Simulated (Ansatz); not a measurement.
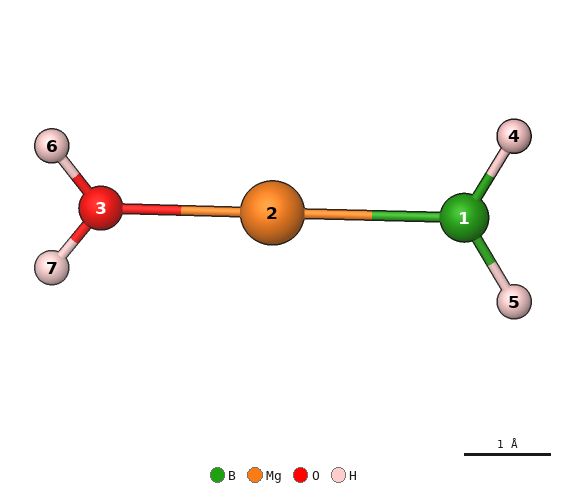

Charge +1, singlet. Computed geometry: PBE0-D4/def2-TZVP optimisation. No frequency run is at hand to confirm it as a minimum.

> How are the neighbours of atom 1 arranged?

B1 has 3 neighbours (Mg2 at 2.26, H4 at 1.19, H5 at 1.19 Å); the arrangement is trigonal planar.

> Describe the coordination of atom 2.

Mg2 has 2 neighbours (B1 at 2.26, O3 at 2.02 Å); the arrangement is linear.

> How are the neighbours of atom 3 arranged?

O3 has 3 neighbours (Mg2 at 2.02, H6 at 0.97, H7 at 0.97 Å); the arrangement is trigonal planar.
